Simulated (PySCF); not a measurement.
# NiB (doublet): what the fields show

```xyz
2

Ni    0.0000    0.0000   -0.2644
B     0.0000    0.0000    1.3916
```

Level of theory: PBE0/x2c-TZVPPall, spin-free X2C-1e, Gaussian nucleus, at a bond length of 1.656 Å (PySCF 2.14.0).

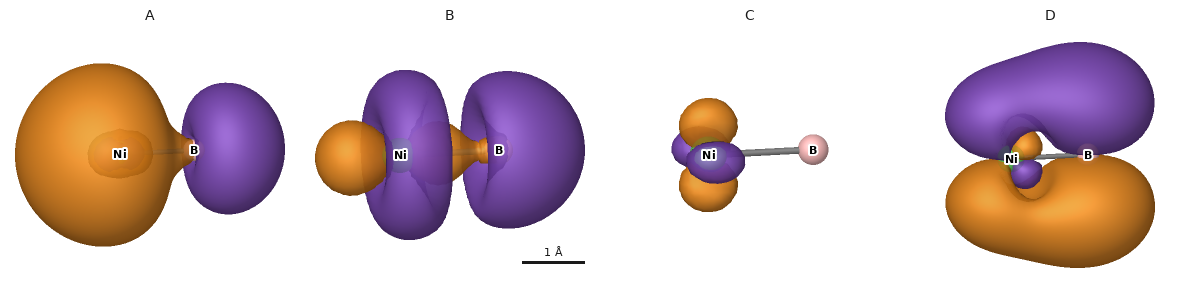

Figure 1. Four frontier β-spin orbitals, each drawn at the value that holds 80 % of its norm (orange and purple are the two phases), in no order; of a degenerate pair one member is drawn.

> Name the orbitals and rank them from lowest to highest energy.

Orbital B: σ, occupied in this spin, −7.09 eV; mainly on Ni (70 %).
Orbital C: δ, occupied in this spin, −6.68 eV; almost wholly on Ni.
Orbital A: σ, empty in this spin, −2.57 eV; shared between the atoms (Ni 50 %, B 50 %).
Orbital D: π, empty in this spin, −1.54 eV; mainly on B (70 %).

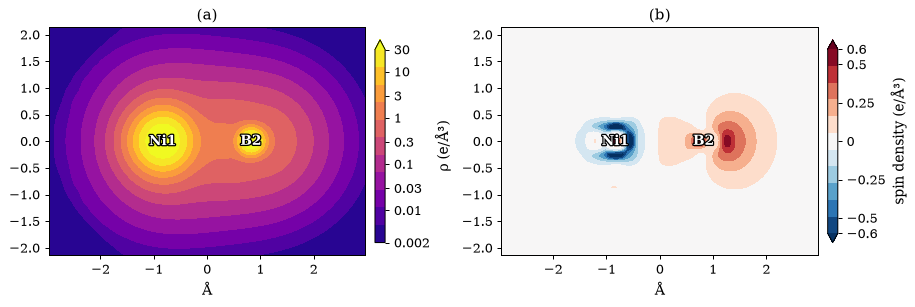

Figure 2. (a) electron density; (b) spin density (α minus β) on a plane that holds the molecular axis.

> What do the fields say about this system?

- Atoms in the plane: Ni and B.
- Ni–B (1.66 Å): the density is about 1.4 e/Å³ at the midpoint, with its minimum of 1.1 e/Å³ about 1.0 Å from Ni.
- The unpaired spin (1 electron) lies mostly on B2 (about 0.7) and Ni1 (about 0.3), in electrons by Hirshfeld's partition.

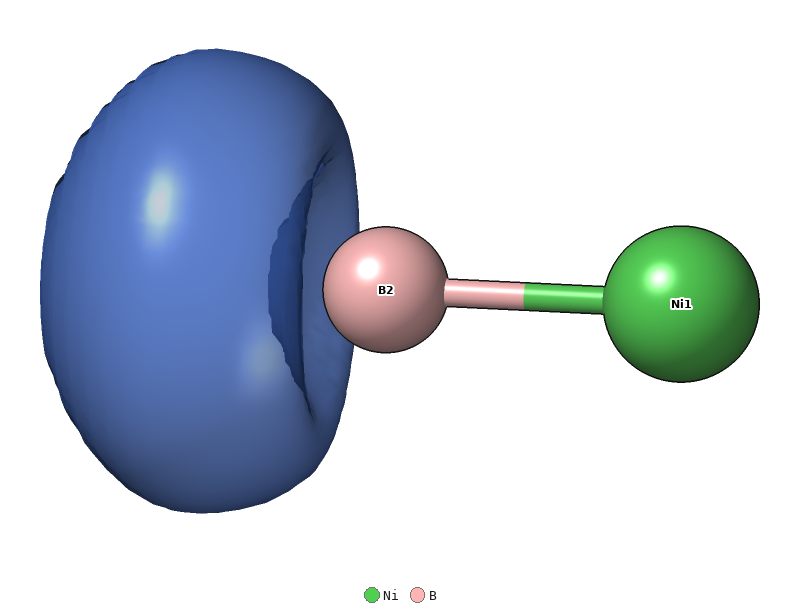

Figure 3. Isosurface of the electron localisation function at 0.85 (blue), seen from one side. Core shells and regions of very low density are left out.

> Describe the localisation domains.

The ELF exceeds this value in one lobe on B, pointing away from the bonds (non-bonding electrons). Profiles from the grid: Ni–B (1.66 Å): the ELF peaks at about 0.60 in the valence shell of B, 0.7 Å from its nucleus, and is about 0.40 at the midpoint.
